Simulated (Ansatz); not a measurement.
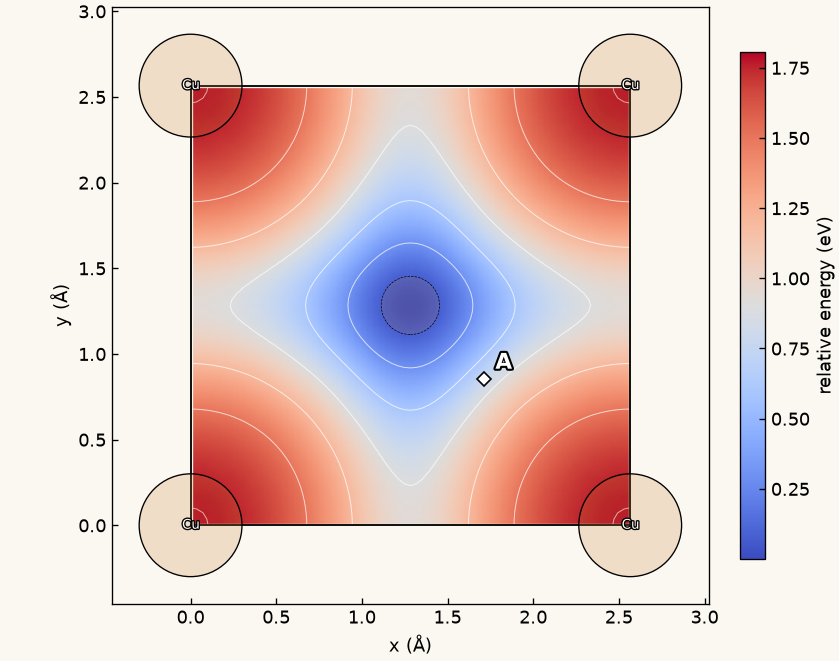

S on a Cu(100) slab cut from the Fm-3m phase, its upper half relaxed before the scan (12 atoms of substrate and one adsorbate in a 2 × 2 cell). S is moved over the surface cell; relaxed at each place: the height of the adsorbate's atoms; substrate rigid; the origin of the map has the adsorbate above Cu9. Places are given modulo a cell vector. The map is drawn in real space over the plane of the surface. Grid: 6 × 6 points; 10 points were computed and 26 follow by symmetry. Places are given in fractions of the 1 × 1 surface cell. Energies are in eV, from the lowest grid point. The calculation used DFT PBE, scalar-relativistic, plane waves, PAW in Ansatz 0.2.0. Settings: cutoff 420 eV, k-mesh 5×5×1, gaussian smearing 0.1 eV, no spin polarisation.

Drawn: a smooth colour map with a few white contour lines, labelled circles for the atoms of the top layer and small ones for the second layer, the outline of one cell of the plane, the point A. Between grid points the surface is interpolated.

Is A at rest? If not, where is it pushed?

A, at (4/6, 2/6) of the cell vectors, is not a stationary point. The computed force is 1.8 eV/Å in the plane, pointing up and left in the picture (components −1.3 and 1.3 eV/Å).

PAW datasets: the set soft_1.
